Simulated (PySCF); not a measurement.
## Electronic structure of C6H4N2S (SMILES [CH]1C=CC2=NS[N-]C2=C1) (charge −1, doublet) in real space

Input file:

```
{"job": {"kind": "sp", "xc": "PBE0", "basis": "ma-def2-SVP", "d3": "d3bj", "grid": 2}, "charge": -1, "multiplicity": 2}
C     -1.476082     0.783257     0.171214
C     -1.561958    -0.613665     0.088856
C     -0.413493    -1.397824    -0.060542
C      0.856491    -0.778807    -0.129749
N      2.039566    -1.398163    -0.272131
S      3.195349    -0.179799    -0.290057
N      2.197154     1.160002    -0.116349
C      0.946148     0.677049    -0.042270
C     -0.239462     1.433683     0.107424
H     -2.390493     1.374845     0.286761
H     -2.542426    -1.098823     0.141801
H     -0.472388    -2.487499    -0.125321
H     -0.164813     2.522442     0.170719
```

Launched as:

```sh
OMP_NUM_THREADS=1 python redox_run.py task.json out
```

Geometry: PBE0-D3(BJ)/def2-SVP.

All numbers below come from PySCF, DFT single point, gas phase, functional PBE0.

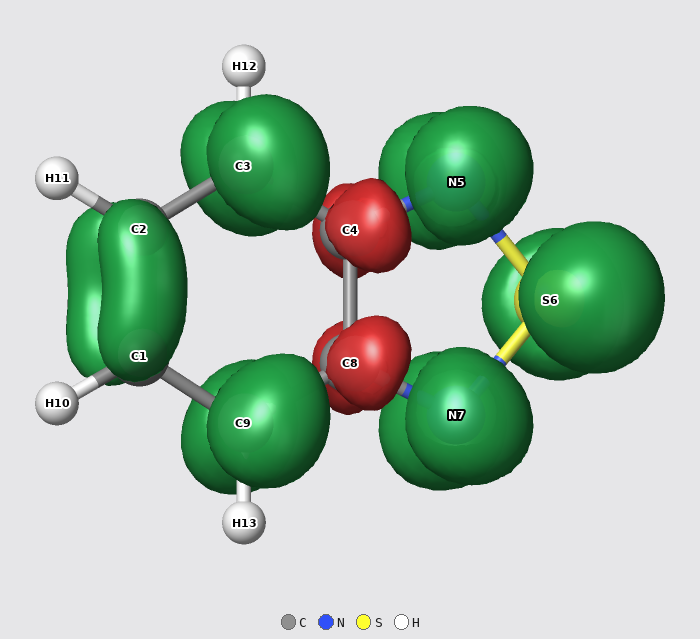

Figure 1. Isosurfaces of the spin density at +0.015 (green) and −0.015 e/Å³ (red), seen at an oblique angle.

> Where is the unpaired spin?

The unpaired spin (1 electron) lies mostly on S6 (about 0.2), N5 (about 0.2), N7 (about 0.2), C3 (about 0.1) and C9 (about 0.1), in electrons by Hirshfeld's partition.

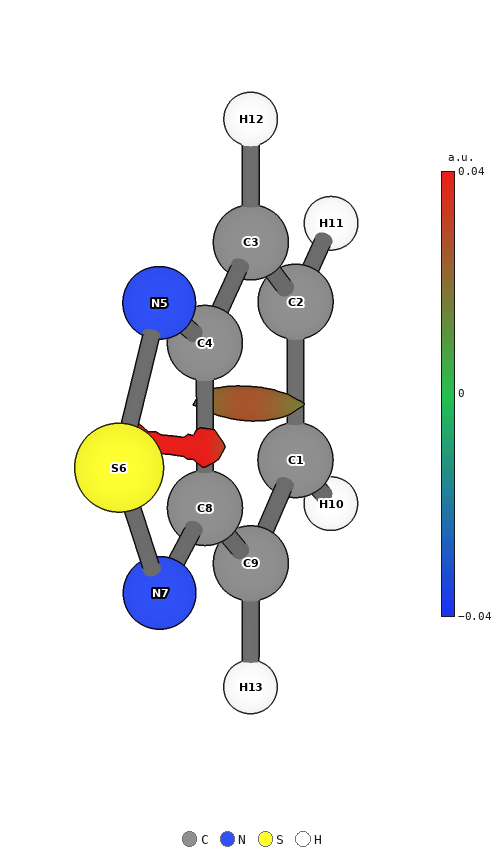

Figure 2. Non-covalent interaction (NCI) plot: the surface where the reduced density gradient is 0.5, for densities under 0.05 a.u., coloured by sign(λ₂)ρ; seen at an oblique angle.

> What holds or crowds the atoms apart from the covalent bonds?

Inside the ring or cage of C1, C2, C3, C4, C8 and C9: steric crowding (red); inside the ring or cage of C4, N5, S6, N7 and C8: steric crowding (red).

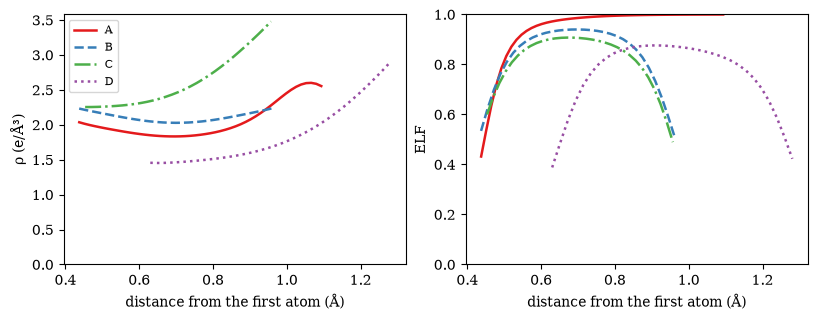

Figure 3. Total electron density and electron localisation function along straight lines between neighbouring atoms. The curves leave out the atomic cores.

> Which curve belongs to which contact (C–C, C–H, C–N and S–N)? The first atom named is at distance zero.

Curve A: C–H (1.09 Å): ρ at the midpoint is about 1.9 e/Å³; the ELF climbs to about 1 towards the hydrogen, as it does in any bond to H; a covalent bond by its length. Curve B: C–C (1.40 Å): the density is about 2 e/Å³ at the midpoint; the ELF peaks at about 0.95 between the atoms (localised, covalent bonding). Curve C: C–N (1.34 Å): ρ at the midpoint is about 2.4 e/Å³; the ELF peaks at about 0.90 between the atoms: localised, covalent bonding. Curve D: S–N (1.68 Å): ρ at the midpoint is about 1.5 e/Å³; the ELF peaks at about 0.90 between the atoms: localised, covalent bonding.
